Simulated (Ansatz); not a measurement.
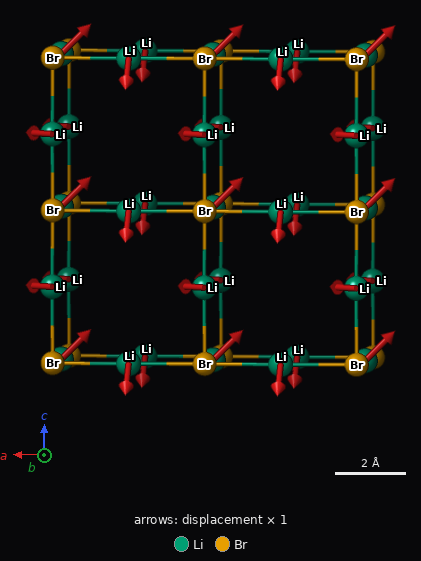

This is a relaxation of a crystal of Li3Br (a generated structure, set up in R32) (coarse preliminary run). The starting structure is drawn; red arrows show the displacements (the part carried along by the change of the cell is left out), at their true length.

Style: ball-and-stick. Shown: the cell of the calculation, repeated 2 × 1 × 2 with one cell outlined, from a free direction.

The calculation used DFT PBE, scalar-relativistic, plane waves, PAW (Ansatz). (plane-wave cutoff 420 eV; k-point mesh 6 × 6 × 6; occupations gaussian; smearing width 0.1 eV; no spin polarisation; cell and atoms relaxed; force threshold 0.04 eV/Å; at most 70 steps)

### Describe the change and its energy.

The largest moves relative to the cell, 1.24 Å, are those of Li atoms. Br stays in place. Cell: a = b = c 4.385 → 4.652 Å (+6.1 %), α 90.0° → 81.6°, β 90.0° → 81.6°, γ 90.0° → 81.6°. Volume +16.0 %. Some distances before and after: Br–Li 2.192 → 2.642 Å. Bond angles that change, for instance: Br–Li–Br 179.4° → 123.4°, Li–Br–Li 179.4° → 123.4°, Li–Br–Li 90.4° → 140.4°. The space group stays R32 (No. 155). Over 13 accepted moves (15 points after the start) the energy falls by 1.703 eV per cell of the calculation. Largest force component: 0.011 eV/Å at the start, 0.0021 eV/Å at the end. The pressure goes from 10.59 to 0.04 GPa. The SCF was repeated twice at an unchanged geometry on a basis and grid sized afresh for the cell, which shifted the energy by 3.5 meV per cell of the calculation at most. The run took 69 s on 1 thread of Arm Neoverse V1, on a shared host, peak memory 0.36 GiB.
